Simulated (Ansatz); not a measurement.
AlGeH6OF: geometry relaxation (part 1 of 2)

The run: geometry relaxation of AlGeH6OF. Method and program: RKS PBE-D4/def2-SVP (Ansatz 0.2.0).

The input holds or restrains some coordinates. It belongs to a series of runs on one base structure; here: pulled along the bonds that form and break, towards end A. Figures and captions count atoms from 1; the log counts them from 0 in places.

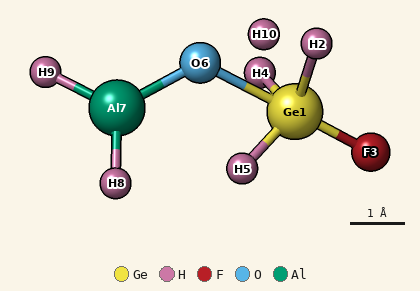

Figure 1. The starting structure (ball-and-stick view, seen at a tilt; atoms are numbered from 1 in the order of the input). Sticks mark near contacts.

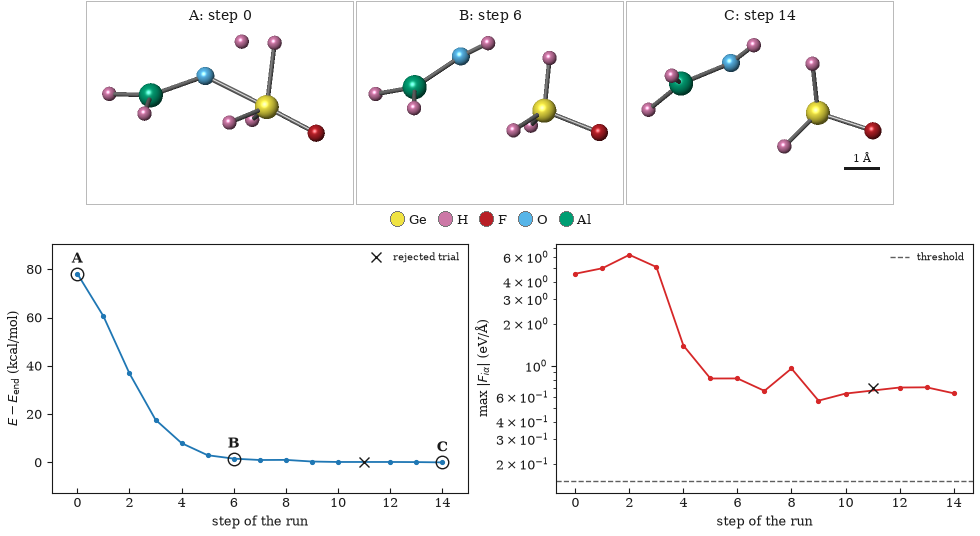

Figure 2. Frames of the restrained relaxation (ball-and-stick view, seen at a tilt) above the curves, on which the letters mark them (the first geometry is step 0 here and step 1 in the log).

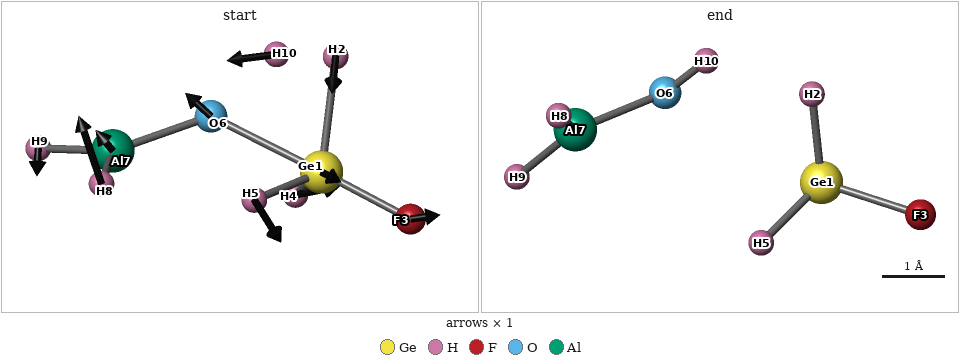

Figure 3. Before (left) and after (right) the restrained relaxation, at one scale (ball-and-stick view, seen at a tilt). The black arrows give the displacements, at true length. The largest move after the best rigid fit is that of H8, 1.19 Å. By element the largest moves are H 1.19 Å, O 0.57 Å, F 0.50 Å, Al 0.46 Å, Ge 0.38 Å. Among the contacts that change: Ge1–O6 2.070 → 2.968 Å, O6–H10 1.504 → 0.989 Å, Ge1–H2 1.900 → 1.552 Å, Ge1–F3 1.680 → 1.767 Å. New bonds form: O6–H10 (1.50 → 0.99 Å). Bonds break: Ge1–O6 (2.07 → 2.97 Å). Among the angles that change: H8–Al7–H9 120.0° → 126.1°, O6–Al7–H9 120.0° → 114.1°, H4–Ge1–H5 109.5° → 113.9°. Over 14 geometry steps the energy falls by 78.2 kcal/mol. The largest force component goes from 4.6 to 0.64 eV/Å. The line search rejected the trial step at point 11 (counted from 0) and went back. (Atoms are counted from 1 in the order of the input.)

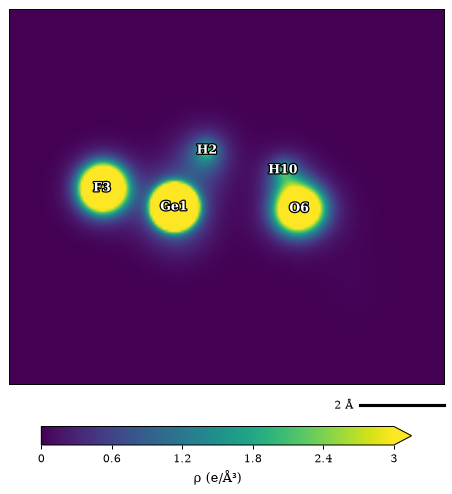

Figure 4. Total electron density on the plane of atoms H2, Ge1 and F3. The section cuts through Ge, H, F and O sites. Ge1···O6 (2.97 Å): ρ is about 0.09 e/Å³ halfway. Ge–F (1.77 Å): ρ is about 0.86 e/Å³ halfway. Ge–H (1.55 Å): ρ at the midpoint is about 1 e/Å³, with its minimum of 0.88 e/Å³ about 0.9 Å from Ge.

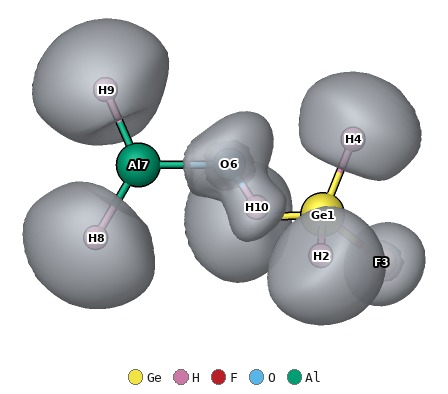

Figure 5. Isosurface of the electron localisation function at 0.75 (grey), seen at an oblique angle. Core shells and regions of very low density are left out. Values along the shortest contacts: Ge1···O6 (2.97 Å): the ELF is only about 0.05 between them. Al–O (1.74 Å): the ELF peaks at about 0.85 in the valence shell of O, 0.6 Å from its nucleus, and is about 0.45 at the midpoint.

The input and output of the run follow.

Input:
```yaml
crystal:
  periodic: [false, false, false]
  atoms:
    - { symbol: Ge, position_ang: [0.0, 0.0, 0.0] }
    - { symbol: H, position_ang: [0.0, 0.0, 1.9] }
    - { symbol: F, position_ang: [1.5842, 0.0, -0.5594] }
    - { symbol: H, position_ang: [-0.73, 1.2648, -0.5162] }
    - { symbol: H, position_ang: [-0.73, -1.2648, -0.5162] }
    - { symbol: O, position_ang: [-1.9644, 0.0, 0.6527] }
    - { symbol: Al, position_ang: [-3.2781, -0.9643, -0.0632] }
    - { symbol: H, position_ang: [-3.009, -2.4314, -0.5204] }
    - { symbol: H, position_ang: [-4.6987, -0.3425, -0.2335] }
    - { symbol: H, position_ang: [-0.9937, 0.0, 1.8011] }
basis:
  gaussian: { orbitals: def2-SVP }
hamiltonian:
  xc: pbe
  dispersion: d4
relax:
  f_tol: 0.15
  max_steps: 25
  restrain:
    - { distance: [0, 5], at: 2.97, k: 30.0 }
    - { distance: [9, 1], at: 1.86, k: 30.0 }
    - { distance: [0, 1], at: 1.55, k: 30.0 }
    - { distance: [9, 5], at: 1.01, k: 30.0 }
output:
  orbitals: {}
```

Launch command:
```bash
ansatz run input.yaml --threads 4 --pin off --max-ram 5120MiB --backend cpu --events-out ev --progress --plain --runs-dir out
```

The program's output:
```
The last accepted step is kept in [file] (removed where the run ends without a failure and the disk answers)
Engine: ansatz 0.2.0, aarch64-unknown-linux-gnu
Functional definition: PBE
  parameter kappa = 0.804
  parameter beta = 0.06672455060314922
  exchange = pbe_x(kappa = kappa, mu = beta*pi^2/3)
  correlation = pbe_c(beta = beta)
1183 factors; their error is unknown
mean field evaluation 1: about -67933.8798 eV, gradient 7.5e1 eV
mean field evaluation 2: about -67792.2392 eV, gradient 2.0e2 eV
mean field evaluation 4: about -67943.3658 eV, gradient 2.3e1 eV
mean field evaluation 8: about -67944.3179 eV, gradient 2.5e-1 eV
mean field evaluation 16: about -67944.2490 eV, gradient 1.5e-4 eV
mean field -67944.24901827 eV, -2496.9050971552 hartree, gradient 5.0e-5 eV, S^2 0.000000; 0 other end points of the search recorded, 0 dependent functions left out
the calculation of the forces begins
reference -67944.24906138 eV, -2496.9050987397 hartree; 34, 34 occupied and 74, 74 virtual orbitals, 1183 factors
relax step   1: F+E_penalty+E_count = -67944.44936215 eV  Δ(F+E_penalty+E_count) = +0.000e0 eV  max|allowed force component| = 4.564e0 eV/Å  E_restraint = 28.77343905 eV  max|allowed force component, restraints' pulls added| = 3.577e1 eV/Å  Δτ_max = 0.0000 Å  (27 SCF iters, accepted)
  distance Ge 0 - O 5 = 2.0700 Å
  distance H 9 - H 1 = 0.9986 Å
  distance Ge 0 - H 1 = 1.9000 Å
  distance H 9 - O 5 = 1.5037 Å
these checks for a lower state are left out or cut short: starts, cluster_reference, orbital_swaps, neighbouring_geometries, increment
1183 factors; their error is unknown
mean field -67945.02191165 eV, -2496.9335004633 hartree, gradient 1.5e-5 eV, S^2 0.000000; 0 other end points of the search recorded, 0 dependent functions left out
[... from here on the field's lines of each further geometry are left out, up to the last ...]
relax step   2: F+E_penalty+E_count = -67945.21203467 eV  Δ(F+E_penalty+E_count) = -7.627e-1 eV  max|allowed force component| = 4.994e0 eV/Å  E_restraint = 13.89377723 eV  max|allowed force component, restraints' pulls added| = 2.528e1 eV/Å  Δτ_max = 0.1950 Å  (35 SCF iters, accepted)
relax step   3: F+E_penalty+E_count = -67946.24096540 eV  Δ(F+E_penalty+E_count) = -1.029e0 eV  max|allowed force component| = 6.231e0 eV/Å  E_restraint = 4.86525291 eV  max|allowed force component, restraints' pulls added| = 1.370e1 eV/Å  Δτ_max = 0.1949 Å  (35 SCF iters, accepted)
relax step   4: F+E_penalty+E_count = -67947.07269547 eV  Δ(F+E_penalty+E_count) = -8.317e-1 eV  max|allowed force component| = 5.099e0 eV/Å  E_restraint = 0.80569984 eV  max|allowed force component, restraints' pulls added| = 6.462e0 eV/Å  Δτ_max = 0.1961 Å  (35 SCF iters, accepted)
relax step   5: F+E_penalty+E_count = -67947.49297056 eV  Δ(F+E_penalty+E_count) = -4.203e-1 eV  max|allowed force component| = 1.401e0 eV/Å  E_restraint = 0.04564917 eV  max|allowed force component, restraints' pulls added| = 1.326e0 eV/Å  Δτ_max = 0.1947 Å  (35 SCF iters, accepted)
relax step   6: F+E_penalty+E_count = -67947.70981756 eV  Δ(F+E_penalty+E_count) = -2.168e-1 eV  max|allowed force component| = 8.139e-1 eV/Å  E_restraint = 0.01560398 eV  max|allowed force component, restraints' pulls added| = 6.466e-1 eV/Å  Δτ_max = 0.2000 Å  (29 SCF iters, accepted)
relax step   7: F+E_penalty+E_count = -67947.77099081 eV  Δ(F+E_penalty+E_count) = -6.117e-2 eV  max|allowed force component| = 8.146e-1 eV/Å  E_restraint = 0.00762287 eV  max|allowed force component, restraints' pulls added| = 1.759e-1 eV/Å  Δτ_max = 0.1996 Å  (29 SCF iters, accepted)
relax step   8: F+E_penalty+E_count = -67947.79540638 eV  Δ(F+E_penalty+E_count) = -2.442e-2 eV  max|allowed force component| = 6.641e-1 eV/Å  E_restraint = 0.00836679 eV  max|allowed force component, restraints' pulls added| = 1.109e-1 eV/Å  Δτ_max = 0.1993 Å  (28 SCF iters, accepted)
relax step   9: F+E_penalty+E_count = -67947.79333637 eV  Δ(F+E_penalty+E_count) = +2.070e-3 eV  max|allowed force component| = 9.595e-1 eV/Å  E_restraint = 0.00367048 eV  max|allowed force component, restraints' pulls added| = 7.050e-1 eV/Å  Δτ_max = 0.1950 Å  (28 SCF iters, accepted)
relax step  10: F+E_penalty+E_count = -67947.82273224 eV  Δ(F+E_penalty+E_count) = -2.940e-2 eV  max|allowed force component| = 5.651e-1 eV/Å  E_restraint = 0.00904753 eV  max|allowed force component, restraints' pulls added| = 1.503e-1 eV/Å  Δτ_max = 0.1986 Å  (28 SCF iters, accepted)
relax step  11: F+E_penalty+E_count = -67947.83087127 eV  Δ(F+E_penalty+E_count) = -8.139e-3 eV  max|allowed force component| = 6.350e-1 eV/Å  E_restraint = 0.00724368 eV  max|allowed force component, restraints' pulls added| = 6.549e-2 eV/Å  Δτ_max = 0.1571 Å  (27 SCF iters, accepted)
relax step  12: F+E_penalty+E_count = -67947.83163029 eV  Δ(F+E_penalty+E_count) = -7.590e-4 eV  max|allowed force component| = 7.009e-1 eV/Å  E_restraint = 0.01380762 eV  max|allowed force component, restraints' pulls added| = 3.974e-1 eV/Å  Δτ_max = 0.1952 Å  (28 SCF iters, rejected (line search))
relax step  13: F+E_penalty+E_count = -67947.83081292 eV  Δ(F+E_penalty+E_count) = +5.835e-5 eV  max|allowed force component| = 7.016e-1 eV/Å  E_restraint = 0.00596343 eV  max|allowed force component, restraints' pulls added| = 1.572e-1 eV/Å  Δτ_max = 0.0972 Å  (27 SCF iters, accepted)
relax step  14: F+E_penalty+E_count = -67947.83284242 eV  Δ(F+E_penalty+E_count) = -2.030e-3 eV  max|allowed force component| = 7.039e-1 eV/Å  E_restraint = 0.00609580 eV  max|allowed force component, restraints' pulls added| = 1.537e-1 eV/Å  Δτ_max = 0.0794 Å  (28 SCF iters, accepted)
the calculation of the forces begins
reference -67947.68019547 eV, -2497.0311905918 hartree; 34, 34 occupied and 74, 74 virtual orbitals, 1183 factors
relax step  15: F+E_penalty+E_count = -67947.83828705 eV  Δ(F+E_penalty+E_count) = -5.445e-3 eV  max|allowed force component| = 6.384e-1 eV/Å  E_restraint = 0.00703084 eV  max|allowed force component, restraints' pulls added| = 6.024e-2 eV/Å  Δτ_max = 0.1500 Å  (28 SCF iters, accepted)
  distance Ge 0 - O 5 = 2.9682 Å
  distance H 9 - H 1 = 1.8662 Å
  distance Ge 0 - H 1 = 1.5519 Å
  distance H 9 - O 5 = 0.9894 Å
1183 factors; their error is unknown
mean field evaluation 128: about -67947.7414 eV, gradient 1.5e0 eV
mean field -67947.68015019 eV, -2497.0311889279 hartree, gradient 1.3e-5 eV, S^2 0.000000; 1 other end points of the search recorded, 0 dependent functions left out
the calculation of the forces begins
reference -67947.68019547 eV, -2497.0311905918 hartree; 34, 34 occupied and 74, 74 virtual orbitals, 1183 factors
Total energy: -67947.83833232 eV, -2497.0370020138 hartree
Atom 0 at     0.311461     0.169280    -0.136281 Å, force    -0.038474     0.013703    -0.028419 eV/Å
Atom 1 at     0.106606    -0.359470     1.308295 Å, force     0.169779    -0.022605     0.027927 eV/Å
Atom 2 at     2.051697     0.082879    -0.427725 Å, force    -0.018701     0.003110     0.010769 eV/Å
Atom 3 at    -0.085145     1.650751    -0.306138 Å, force    -0.000772     0.002640     0.009658 eV/Å
Atom 4 at    -0.331198    -0.775652    -1.180998 Å, force    -0.007376    -0.008582    -0.015289 eV/Å
Atom 5 at    -2.435168    -0.016888     0.973583 Å, force     0.499162    -0.219737     0.401625 eV/Å
Atom 6 at    -3.577945    -1.105517     0.250740 Å, force     0.040829     0.025099     0.005218 eV/Å
Atom 7 at    -3.484261    -2.670861     0.552136 Å, force    -0.004762     0.000818     0.013497 eV/Å
Atom 8 at    -4.640470    -0.396050    -0.694135 Å, force    -0.001293    -0.000196     0.000104 eV/Å
Atom 9 at    -1.735277    -0.316673     1.605422 Å, force    -0.638390     0.205749    -0.425089 eV/Å
Dipole moment:    -0.384350    -0.142175     0.200110 e Å
```
